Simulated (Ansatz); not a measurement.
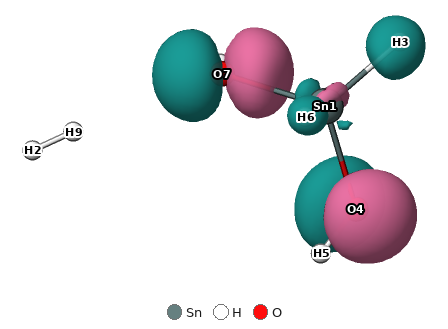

Figure 1: H$_{4}$O$_{2}$Sn···H$_{2}$. The HOMO−1 at ±0.15 Å⁻³ᐟ² (teal and pink are the two phases), seen across its widest extent.

Core potentials replace the inner electrons of Sn.

All numbers below come from RHF/def2-SVP (Ansatz 0.2.0).

```xyz
9

Sn    0.5844    0.2207   -0.8185
H    -0.8180    0.8848    3.9060
H     1.8895    0.5425   -1.8551
O    -0.9041    1.2678   -1.5477
H    -1.7304    1.2664   -1.0892
H     0.1448   -1.4025   -0.5893
O     0.9435    0.8961    0.9912
H     1.2227    1.7930    1.0931
H    -0.4094    0.8255    3.2822
```

> Where does this orbital lie, and at what energy?

By Hirshfeld shares it lies mainly on O4 (about 40 %), O7 (about 35 %) and Sn1 (about 10 %); largely a combination of lone pairs on O4 and O7. Its energy is −12.78 eV.
